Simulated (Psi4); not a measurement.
**C2HF (fluoroacetylene): a chain of runs, part 1 of 2**

Wanted: a geometry optimisation (PBE0/cc-pVDZ), then vibrational wavenumbers, then a single-point energy (MP2/cc-pVTZ), then the excited states (TD-PBE0/cc-pVDZ) of C2HF (fluoroacetylene). 

The results are computed with Psi4 1.11.

## Step 1: Starting point

C2HF has 4 atoms, charge 0, and is taken as a singlet. SMILES: `C#CF`. Geometry: relaxed at PBE0-D4/def2-TZVP. The run starts from this shape.

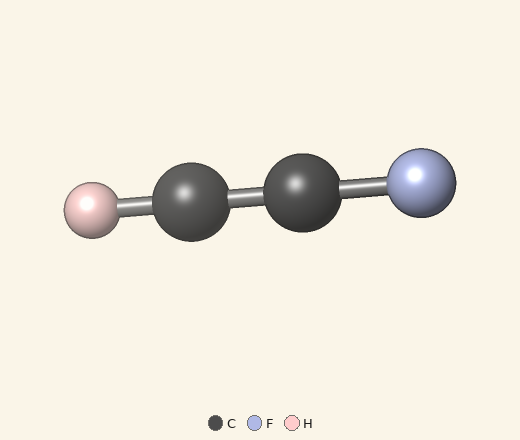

Viewed from a chosen angle; carbon dark grey, fluorine light blue, hydrogen pink.

## Step 2: A structure relaxation at PBE0/cc-pVDZ (density fitting) (run 1)

Contents of c2hf.in:

```
memory 1600 mb

molecule {
  0 1
  C     -0.361030     0.453110    -0.290220
  C      0.303270    -0.380840     0.243810
  F      1.010600    -1.269010     0.812300
  H     -0.952830     1.196740    -0.765890
}

set {
  basis        cc-pVDZ
  reference    rks
  geom_maxiter 60
}

opt("pbe0")
```

The run is started by

```sh
$ psi4 -i c2hf.in -o c2hf.out -n 1
```

c2hf.out:

```text
Psi4 1.11 release

gradient() will perform analytic gradient computation.

   => Loading Basis Set <=

    Name: CC-PVDZ
    Role: ORBITAL
    Keyword: BASIS

         ---------------------------------------------------------
                                   SCF
                              RKS Reference
                        1 Threads,   1525 MiB Core
         ---------------------------------------------------------

  ==> Geometry <==

    Molecular point group: c1
    Full point group: C1

    Geometry (in Angstrom), charge = 0, multiplicity = 1:

       Center              X                  Y                   Z               Mass
    ------------   -----------------  -----------------  -----------------  -----------------
         C           -0.759754931232     0.953853189597    -0.610710993063    12.000000000000
         C           -0.095454931232     0.119903189597    -0.076680993063    12.000000000000
         F            0.611875068768    -0.768266810403     0.491809006937    18.998403162730
         H           -1.351554931232     1.697483189597    -1.086380993063     1.007825032230

  Running in c1 symmetry.

  Rotational constants: A = 69620985.11834  B =      0.32715  C =      0.32715 [cm^-1]
  Rotational constants: A = 2087184625700.81079  B =   9807.69205  C =   9807.69201 [MHz]
  Nuclear repulsion =   55.832094169203366

  Charge       = 0
  Multiplicity = 1
  Electrons    = 22
  Nalpha       = 11
  Nbeta        = 11

  ==> Algorithm <==

  SCF Algorithm Type is DF.
  DIIS enabled.
  MOM disabled.
  Fractional occupation disabled.
  Guess Type is SAD.
  Energy threshold   = 1.00e-08
  Density threshold  = 1.00e-08
  Integral threshold = 1.00e-12

  ==> Primary Basis <==

  Basis Set: CC-PVDZ
    Blend: CC-PVDZ
    Number of shells: 21
    Number of basis functions: 47
    Number of Cartesian functions: 50
    Spherical Harmonics?: true
    Max angular momentum: 2

  ==> DFT Potential <==

   => LibXC <=

    Version 7.1.2

   => Composite Functional: PBE0 <=

    PBE0 Hyb-GGA Exchange-Correlation Functional

    Deriv               =              1
    GGA                 =           TRUE
    Meta                =          FALSE

    Exchange Hybrid     =           TRUE
    MP2 Hybrid          =          FALSE

   => Exchange Functionals <=

    0.7500   Perdew, Burke & Ernzerhof

   => Exact (HF) Exchange <=

    0.2500               HF

   => Correlation Functionals <=

    1.0000   Perdew, Burke & Ernzerhof

   => LibXC Density Thresholds  <==

    XC_HYB_GGA_XC_PBEH:  1.00E-15

   => Molecular Quadrature <=

    Radial Scheme          =       TREUTLER
    Pruning Scheme         =           NONE
    Nuclear Scheme         =       TREUTLER

    Blocking Scheme        =         OCTREE
    BS radius alpha        =              1
    Pruning alpha          =              1
    Radial Points          =             75
    Spherical Points       =            302
    Total Points           =          86676
    Total Blocks           =            706
    Max Points             =            255
    Max Functions          =             47
    Weights Tolerance      =       1.00E-15

   => Loading Basis Set <=

    Name: (CC-PVDZ AUX)
    Role: JKFIT
    Keyword: DF_BASIS_SCF

  ==> Integral Setup <==

  DFHelper Memory: AOs need 0.005 GiB; user supplied 1.013 GiB.
  SCF_SUBTYPE=INCORE selected. In-core MEM_DF algorithm will be used.
  Using in-core AOs.

  ==> MemDFJK: Density-Fitted J/K Matrices <==

    J tasked:                   Yes
    K tasked:                   Yes
    wK tasked:                   No
    Memory [MiB]:              1037
    Algorithm:                 Core
    Schwarz Cutoff:           1E-12
    Mask sparsity (%):       0.0000
    Fitting Condition:        1E-10

   => Auxiliary Basis Set <=

  Basis Set: (CC-PVDZ AUX)
    Blend: CC-PVDZ-JKFIT
    Number of shells: 81
    Number of basis functions: 233
    Number of Cartesian functions: 268
    Spherical Harmonics?: true
    Max angular momentum: 3

  Cached 100.0% of DFT collocation blocks in 0.105 [GiB].

  Minimum eigenvalue in the overlap matrix is 1.1845434286E-03.
  Reciprocal condition number of the overlap matrix is 3.1798394112E-04.
    Using symmetric orthogonalization.

  ==> Pre-Iterations <==

  SCF Guess: Superposition of Atomic Densities via on-the-fly atomic UHF (no occupation information).

   -------------------------
    Irrep   Nso     Nmo
   -------------------------
     A         47      47
   -------------------------
    Total      47      47
   -------------------------

  ==> Iterations <==

                           Total Energy        Delta E     RMS |[F,P]|

   @DF-RKS iter SAD:  -175.96516176225117   -1.75965e+02   0.00000e+00
   @DF-RKS iter   1:  -176.20290432849441   -2.37743e-01   1.14668e-02 ADIIS/DIIS
   @DF-RKS iter   2:  -176.05777369657940    1.45131e-01   1.57236e-02 ADIIS/DIIS
   @DF-RKS iter   3:  -176.34170394369372   -2.83930e-01   4.10743e-03 ADIIS/DIIS
   @DF-RKS iter   4:  -176.36041154937661   -1.87076e-02   6.90494e-04 ADIIS/DIIS
   @DF-RKS iter   5:  -176.36082906666286   -4.17517e-04   3.71141e-04 ADIIS/DIIS
   @DF-RKS iter   6:  -176.36092964648759   -1.00580e-04   2.33273e-05 DIIS
   @DF-RKS iter   7:  -176.36093024879662   -6.02309e-07   3.14005e-06 DIIS
   @DF-RKS iter   8:  -176.36093025932627   -1.05296e-08   2.74866e-07 DIIS
   @DF-RKS iter   9:  -176.36093025940943   -8.31619e-11   2.62481e-08 DIIS
   @DF-RKS iter  10:  -176.36093025941028   -8.52651e-13   2.98101e-09 DIIS
  Energy and wave function converged.

  ==> Post-Iterations <==

   Electrons on quadrature grid:
      Ntotal   =   22.0000004798 ; deviation = 4.798e-07

[... 24 lines left out ...]
  @DF-RKS Final Energy:  -176.36093025941028
[... 4 lines left out ...]
    One-Electron Energy =                -351.8975063412515851
[... 1 line left out ...]
    DFT Exchange-Correlation Energy =     -16.2485864641788460
[... 1 line left out ...]
    VV10 Nonlocal Energy =                  0.0000000000000000
[... 15 lines left out ...]
 Dipole X            :          1.7463476           -1.8442565           -0.0979088
[... 1 line left out ...]
 Dipole Z            :          1.4037202           -1.4823992           -0.0786789
[... 122 lines left out ...]
	                                 ==> Convergence Check <==
[... 6 lines left out ...]
	   Step    Total Energy     Delta E     Max Force     RMS Force      Max Disp      RMS Disp   ~
[... 79 lines left out ...]
    Weights Tolerance      =       1.00E-15
[... 41 lines left out ...]
   @DF-RKS iter   0:  -176.34884602041063   -1.76349e+02   8.72875e-04
[... 1 line left out ...]
   @DF-RKS iter   2:  -176.36128030129126   -6.39130e-06   1.56500e-04 ADIIS/DIIS
[... 1 line left out ...]
   @DF-RKS iter   4:  -176.36130691352420   -1.00515e-06   4.36278e-06 DIIS
[... 1 line left out ...]
   @DF-RKS iter   6:  -176.36130693350495   -3.05537e-08   2.37998e-07 DIIS
[... 1 line left out ...]
   @DF-RKS iter   8:  -176.36130693356739   -1.13687e-13   2.34545e-09 DIIS
[... 7 lines left out ...]
    Final Occupation by Irrep:
[... 9 lines left out ...]
    Nuclear Repulsion Energy =             55.4222695922635538
[... 1 line left out ...]
    Two-Electron Energy =                 135.5458607415837378
[... 1 line left out ...]
    Empirical Dispersion Energy =           0.0000000000000000
[... 1 line left out ...]
    Total Energy =                       -176.3613069335673913
[... 15 lines left out ...]
 Dipole Y            :         -2.2013750            2.3339065            0.1325316
[... 42 lines left out ...]
    Weights Tolerance      =       1.00E-15
[... 51 lines left out ...]
	Measures of convergence in internal coordinates in au.
[... 6 lines left out ...]
	  Convergence Criteria     1.00e-06 *    3.00e-04 *             o    1.20e-03 *             o
[... 86 lines left out ...]
                           Total Energy        Delta E     RMS |[F,P]|
[... 2 lines left out ...]
   @DF-RKS iter   1:  -176.36130970639576   -5.33353e-04   5.15773e-05 DIIS
[... 1 line left out ...]
   @DF-RKS iter   3:  -176.36131245432136   -1.14230e-05   8.46621e-06 DIIS
[... 1 line left out ...]
   @DF-RKS iter   5:  -176.36131252081489   -7.77777e-09   3.29975e-07 DIIS
[... 1 line left out ...]
   @DF-RKS iter   7:  -176.36131252092611   -4.60432e-12   1.06420e-08 DIIS
[... 1 line left out ...]
  Energy and wave function converged.
[... 12 lines left out ...]
  @DF-RKS Final Energy:  -176.36131252092619
[... 4 lines left out ...]
    One-Electron Energy =                -351.0958406578204176
[... 1 line left out ...]
    DFT Exchange-Correlation Energy =     -16.2341797166122390
[... 1 line left out ...]
    VV10 Nonlocal Energy =                  0.0000000000000000
[... 15 lines left out ...]
 Dipole X            :          1.7512685           -1.8581123           -0.1068438
[... 1 line left out ...]
 Dipole Z            :          1.4076814           -1.4935427           -0.0858613
[... 91 lines left out ...]
	                                 ==> Convergence Check <==
[... 6 lines left out ...]
	   Step    Total Energy     Delta E     Max Force     RMS Force      Max Disp      RMS Disp
[... 68 lines left out ...]
    Weights Tolerance      =       1.00E-15
[... 21 lines left out ...]
   @DF-RKS iter   0:  -176.36098241278995   -1.76361e+02   2.81775e-05
[... 1 line left out ...]
   @DF-RKS iter   2:  -176.36131192156478    6.04649e-07   2.75912e-05 DIIS
[... 1 line left out ...]
   @DF-RKS iter   4:  -176.36131271093450   -2.72755e-09   7.46892e-07 DIIS
[... 1 line left out ...]
   @DF-RKS iter   6:  -176.36131271144703   -5.03064e-12   1.07240e-08 DIIS
[... 1 line left out ...]
  Energy and wave function converged.
[... 18 lines left out ...]
      12A      0.069358    13A      0.069358    14A      0.073581
      15A      0.136657    16A      0.314392    17A      0.429153
      18A      0.468948    19A      0.468948    20A      0.585710
[... 8 lines of this table left out ...]
      45A      3.919318    46A      3.919318    47A      4.314084

    Final Occupation by Irrep:
              A
    DOCC [    11 ]
    NA   [    11 ]
    NB   [    11 ]

  @DF-RKS Final Energy:  -176.36131271144714

   => Energetics <=

    Nuclear Repulsion Energy =             55.4147650168058306
    One-Electron Energy =                -351.0842879555087848
    Two-Electron Energy =                 135.5423183316131031
    DFT Exchange-Correlation Energy =     -16.2341081043573290
    Empirical Dispersion Energy =           0.0000000000000000
    VV10 Nonlocal Energy =                  0.0000000000000000
    Total Energy =                       -176.3613127114471411

Computation Completed

Properties will be evaluated at   0.000000,   0.000000,   0.000000 [a0]

Properties computed using the SCF density matrix

 Multipole Moments:

 ------------------------------------------------------------------------------------
     Multipole            Electronic (a.u.)      Nuclear  (a.u.)        Total (a.u.)
 ------------------------------------------------------------------------------------

 L = 1.  Multiply by 2.5417464519 to convert [e a0] to [Debye]
 Dipole X            :          1.7508853           -1.8582322           -0.1073468
 Dipole Y            :         -2.1986957            2.3335863            0.1348906
 Dipole Z            :          1.4073721           -1.4936419           -0.0862698
 Magnitude           :                                                    0.1927727

 ------------------------------------------------------------------------------------

	total time  =          1 seconds =       0.02 minutes

         ------------------------------------------------------------
                                   SCF GRAD
         ------------------------------------------------------------

  ==> Geometry <==

    Molecular point group: c1
    Full point group: C1

    Geometry (in Angstrom), charge = 0, multiplicity = 1:

       Center              X                  Y                   Z               Mass
    ------------   -----------------  -----------------  -----------------  -----------------
         C           -0.765895528908     0.961711642280    -0.615644672548    12.000000000000
         C           -0.095296051545     0.119725862343    -0.076583671604    12.000000000000
         F            0.616212605311    -0.773812663128     0.495312947473    18.998403162730
         H           -1.362098082824     1.710569628591    -1.094847719306     1.007825032230

  Nuclear repulsion =   55.414765016805831

   => Molecular Quadrature <=

    Radial Scheme          =       TREUTLER
    Pruning Scheme         =           NONE
    Nuclear Scheme         =       TREUTLER

    Blocking Scheme        =         OCTREE
    BS radius alpha        =              1
    Pruning alpha          =              1
    Radial Points          =             75
    Spherical Points       =            302
    Total Points           =          86692
    Total Blocks           =            697
    Max Points             =            256
    Max Functions          =             47
    Weights Tolerance      =       1.00E-15

  -Total Gradient:
     Atom            X                  Y                   Z
    ------   -----------------  -----------------  -----------------
       1       -0.000009374824     0.000001137413    -0.000009691964
       2        0.000013609239    -0.000008330467     0.000013363165
       3       -0.000011262076     0.000011738718    -0.000009954760
       4       -0.000002659378     0.000007620597    -0.000001502561

	total time  =          1 seconds =       0.02 minutes

    			-----------------------------------------

    			 OPTKING 3.0: for geometry optimizations

    			        with contributions from

    			-----------------------------------------

	                            ===> Fragment 1 <==

	 Z (Atomic Numbers)          Masses                          Geom
	       6.000000            12.000000         -1.44733279  1.81737162 -1.16339982
	       6.000000            12.000000         -0.18008344  0.22624909 -0.14472217
	       9.000000            18.998403          1.16447306 -1.46229401  0.93600582
	       1.000000             1.007825         -2.57399233  3.23250812 -2.06896234

	 - Coordinate -           - BOHR/RAD -       - ANG/DEG -
	 R(1,2)           =         2.274928           1.203840
	 R(1,4)           =         2.022873           1.070458
	 R(2,3)           =         2.413914           1.277389
	 L(1,2,3)         =         3.141467         179.992787
	 l(1,2,3)         =         3.141593         180.000000
	 L(2,1,4)         =         3.141378         179.987703
	 l(2,1,4)         =         3.141593         180.000000

	        --- Internal Coordinate Step in ANG or DEG, aJ/ANG or AJ/DEG ---
	-------------------------------------------------------------------------------
	           Coordinate      Previous         Force          Change          New
	           ----------      --------        ------          ------        ------
	               R(1,2)       1.20384       -0.00008       -0.00000       1.20384
	               R(1,4)       1.07046       -0.00003       -0.00000       1.07045
	               R(2,3)       1.27739        0.00012        0.00001       1.27740
	             L(1,2,3)     179.99279        0.00000        0.00126     179.99404
	             l(1,2,3)     180.00000       -0.00000       -0.00010     179.99990
	             L(2,1,4)     179.98770        0.00000        0.00251     179.99021
	             l(2,1,4)     180.00000       -0.00000       -0.00009     179.99991
	-------------------------------------------------------------------------------

	                                 ==> Convergence Check <==

	Measures of convergence in internal coordinates in au.

	Criteria marked as inactive (o), active & met (*), and active & unmet ( ).

	----------------------------------------------------------------------------------------------
	   Step    Total Energy     Delta E     Max Force     RMS Force      Max Disp      RMS Disp
	----------------------------------------------------------------------------------------------
	  Convergence Criteria     1.00e-06 *    3.00e-04 *             o    1.20e-03 *             o
	----------------------------------------------------------------------------------------------
	     4    -176.36131271   -1.91e-07 *    1.46e-05 *    7.39e-06 o    4.38e-05 *    2.14e-05 o  ~
	----------------------------------------------------------------------------------------------

Next Geometry in Ang
	Fragment 1 (Ang)

	    C  -0.7658889331   0.9617252831  -0.6156366042
	    C  -0.0953008715   0.1197267891  -0.0765909245
	    F   0.6162149073  -0.7738188792   0.4953161274
	    H  -1.3621021606   1.7105612770  -1.0948517147

    Final optimized geometry and variables:
    Molecular point group: c1
    Full point group: C1

    Geometry (in Angstrom), charge = 0, multiplicity = 1:

    C           -0.765895528908     0.961711642280    -0.615644672548
    C           -0.095296051545     0.119725862343    -0.076583671604
    F            0.616212605311    -0.773812663128     0.495312947473
    H           -1.362098082824     1.710569628591    -1.094847719306

    Psi4 run time: 0:00:07.90

[set-up sections that repeat, and orbital energies of the middle runs, are left out above]
```

On the terminal:

```text
Optimizer: Optimization complete!
```

Run time: 9.3 s. Hardware: 1 thread of Intel Xeon 6975P-C (Granite Rapids), shared host; peak memory 0.35 GiB.

Step by step:

| step | energy from the first frame kept (eV) | largest force (eV/Å) |
| --- | --- | --- |
| 0 | 0.0000 | 1.0215 |
| 1 | -0.0103 | 0.2195 |
| 2 | -0.0104 | 0.0352 |
| 3 | -0.0104 | 0.0011 |

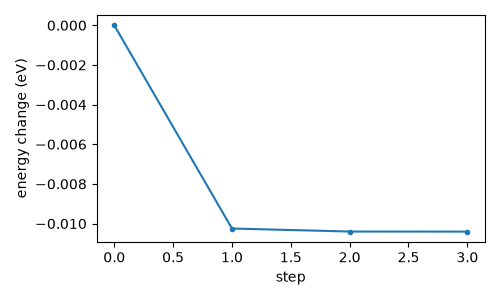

Energy along the run.

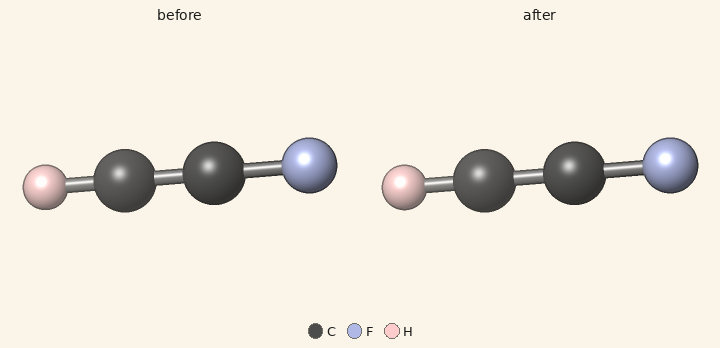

Before and after, at one scale.

After the run. Bond lengths: C1–C2 1.204 Å, C2–F3 1.277 Å, C1–H4 1.070 Å. Angles: C1–C2–F3 180.0°, C2–C1–H4 180.0°.

## Step 3: The harmonic vibrations at PBE0/cc-pVDZ (density fitting) (run 2)

Contents of calc.dat:

```
memory 1600 mb

molecule mol {
  0 1
  C      0.00000000     0.00000000    -1.23522515
  C      0.00000000     0.00000000     1.03970275
  F      0.00000000     0.00000000     3.45361811
  H      0.00000000     0.00000000    -3.25809760
  units bohr
}

set {
  t                          298.15
  rotational_symmetry_number 1
}

frequency('pbe0/cc-pVDZ')
print_variables()
```

The run is started by

```sh
$ psi4 calc.dat calc.out -n 1
```

calc.out (excerpt; [...] marks lines left out):

```text
[...]
  Running in c2v symmetry.
[...]
  Nuclear repulsion =   55.414753666984666
[...]
  Multiplicity = 1
[...]
  Nalpha       = 11
  Nbeta        = 11
[...]
    Number of basis functions: 47
[...]
   @DF-RKS iter   1:  -176.20696149373447   -2.65702e-01   1.89984e-02 ADIIS/DIIS
[...]
  Running in cs symmetry.
[...]
   @DF-RKS iter  10:  -176.36131256940044   -9.37916e-13   3.92190e-09 DIIS
[...]
    Orbital Energies [Eh]
    ---------------------
    Doubly Occupied:
       1Ap   -24.867659     2Ap   -10.330192     3Ap   -10.249547
       4Ap    -1.336658     5Ap    -0.791055     6Ap    -0.654662
       7Ap    -0.540723     1App   -0.537072     8Ap    -0.537072
       9Ap    -0.297558     2App   -0.297558
[...]
  @DF-RKS Final Energy:  -176.36131256940044
   => Energetics <=
    Nuclear Repulsion Energy =             55.4147437060833994
    One-Electron Energy =                -351.0842470795501526
    Two-Electron Energy =                 135.5422978408778079
    DFT Exchange-Correlation Energy =     -16.2341070368115190
    Empirical Dispersion Energy =           0.0000000000000000
    VV10 Nonlocal Energy =                  0.0000000000000000
    Total Energy =                       -176.3613125694004395
[...]
  -Total Gradient:
     Atom            X                  Y                   Z
    ------   -----------------  -----------------  -----------------
       1        0.000000000000    -0.000081670972    -0.000008395716
       2        0.000000000000    -0.000009804923     0.000018671879
       3        0.000000000000     0.000030893803    -0.000018342503
       4        0.000000000000     0.000060597819    -0.000009325310
[...]
  ==> Harmonic Vibrational Analysis <==
[...]
  Freq [cm^-1]                 422.8789            422.8789            627.0354
[...]
  IR activ [km/mol]             1.8310              1.8310             45.6658
[...]
  Freq [cm^-1]                 627.0354           1102.3479           2358.9271
[...]
  IR activ [km/mol]            45.6658             83.1630             117.2886
[...]
  Freq [cm^-1]                3526.8357
[...]
  IR activ [km/mol]            106.5446
[...]
  Total E_0, Enthalpy at 0 [K]                                                         -176.34060886 [Eh]
[...]
  Total H, Enthalpy at  298.15 [K]                                                     -176.33641252 [Eh]
[...]
  Total G, Gibbs energy at  298.15 [K]                                                 -176.36242394 [Eh]
[...]
```

Standard output:

```text
Warning: used thermodynamics relations inappropriate for low-frequency modes: ['422.8789' '422.8789']
```

It took 24 s on 1 thread of Intel Xeon 6975P-C (Granite Rapids), shared host; peak memory 0.34 GiB.

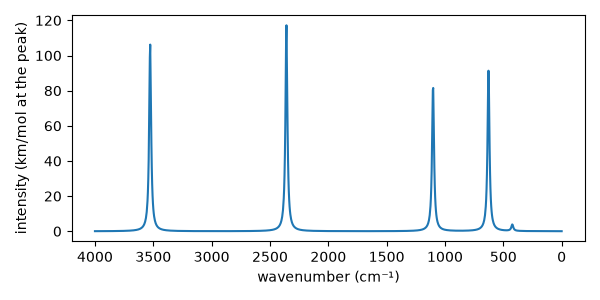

Harmonic infrared spectrum, unscaled, lines broadened by 10 cm⁻¹.

(Continued in part 2 of 2.)
